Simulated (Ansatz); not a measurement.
**Thickness series in hypothetical diamond Ga**

Start from Ga in the diamond structure (space group Fd-3m, No. 227; a = 5.8843 Å; a hypothetical phase, not in the database extracts checked). Axes: x, y, z lie along the cube axes.

Free-standing slabs (2 atom(s) a layer) normal to [110] with 15 Å of vacuum; in-plane cell held at bulk.

Method: Ansatz (a program for electronic structure) PBE, spin-orbit coupling left out.

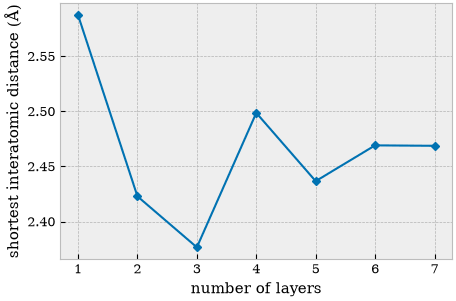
Shortest interatomic distance against number of layers

**Question.** From the plot, what is the shortest interatomic distance for 4 layers?

**Answer.** About 2.50 Å.

**Question.** Is the trend monotonic over the range shown?

**Answer.** No, it turns within the range, spanning 2.377 Å to 2.587 Å.

No phonon test of stability was made.
